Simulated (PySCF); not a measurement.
C5H14Si3

| atom | x (Å) | y (Å) | z (Å) |
| --- | --- | --- | --- |
| C | 3.2945 | -2.3723 | 0.0583 |
| C | 2.4671 | -1.2134 | -0.2183 |
| C | 1.7718 | -0.2386 | -0.4502 |
| Si | 0.7109 | 1.2148 | -0.7846 |
| C | -0.7659 | 1.2655 | 0.3811 |
| Si | -1.6164 | 2.9480 | 0.3208 |
| Si | -2.0048 | -0.1386 | 0.1033 |
| C | -1.2785 | -1.8383 | 0.4294 |
| H | 3.9869 | -2.1738 | 0.8913 |
| H | 3.8951 | -2.6470 | -0.8226 |
| H | 2.6766 | -3.2424 | 0.3305 |
| H | 0.2290 | 1.1523 | -2.1982 |
| H | 1.5414 | 2.4483 | -0.6280 |
| H | -0.3664 | 1.1547 | 1.4078 |
| H | -2.1509 | 3.2047 | -1.0526 |
| H | -0.6514 | 4.0401 | 0.6594 |
| H | -2.7546 | 3.0026 | 1.2887 |
| H | -3.1805 | 0.0805 | 1.0072 |
| H | -2.5016 | -0.0521 | -1.3071 |
| H | -0.9540 | -1.9275 | 1.4778 |
| H | -2.0348 | -2.6148 | 0.2361 |
| H | -0.4064 | -2.0266 | -0.2133 |

Geometry: PBE0-D3(BJ)/def2-SVP.

Method: PBE0/pcSseg-1, SCF density, gas phase, non-relativistic in PySCF.

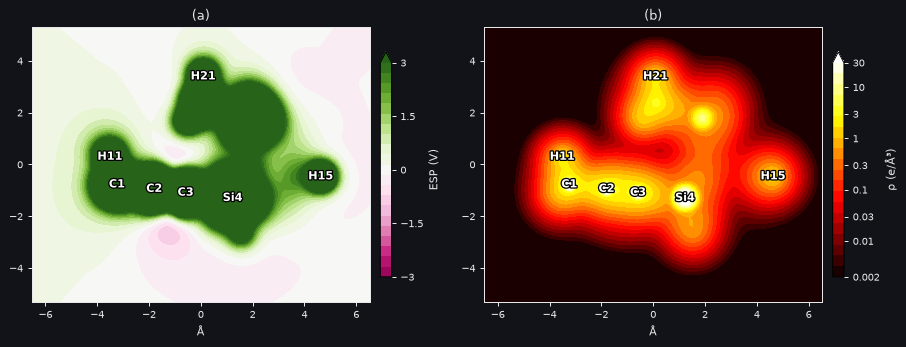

Figure 1. (a) molecular electrostatic potential; (b) electron density on the plane of atoms C2, C1 and H11.

> Interpret the plot.

The section cuts through C, Si and H sites. C–C (1.22 Å): ρ at the midpoint is about 2.7 e/Å³. C–Si (1.83 Å): ρ at the midpoint is about 0.95 e/Å³. C–H (1.10 Å): the density is about 1.9 e/Å³ at the midpoint. Outside the dense part of the molecule the potential is most negative (−0.9 V) near C3.

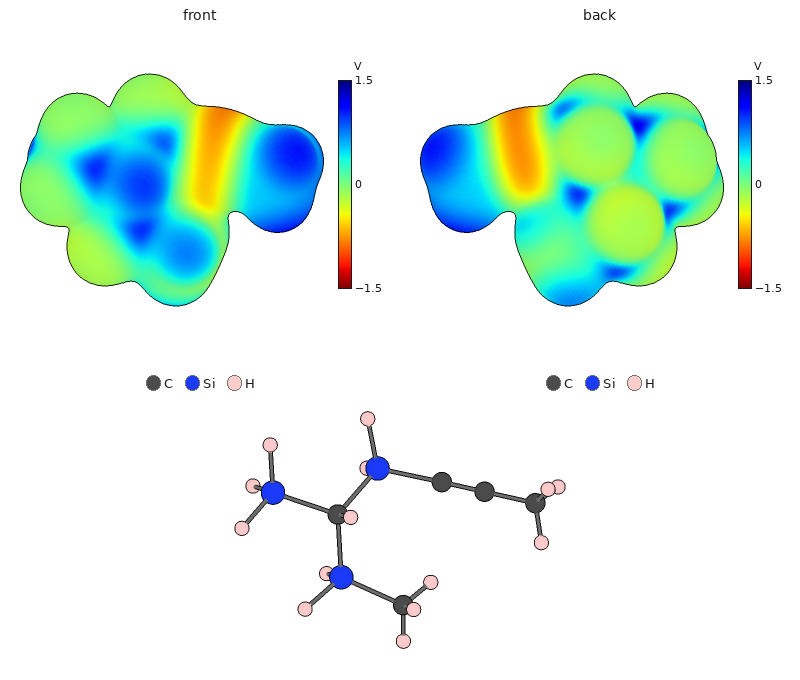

Figure 2. The electrostatic potential painted on the density surface at 0.002 e/bohr³, seen from the front and from behind; red is negative and blue positive. The bare structure is drawn below in the same view.

> Describe the electrostatic potential map.

The most negative region (about −0.8 V, or −18 kcal/mol for a unit charge) lies over C2 and C3, the most positive (about +1.1 V, or +25 kcal/mol for a unit charge) over the H and Si atoms.

> What dipole moment does the calculation give?

Its dipole moment is 2.76 D.
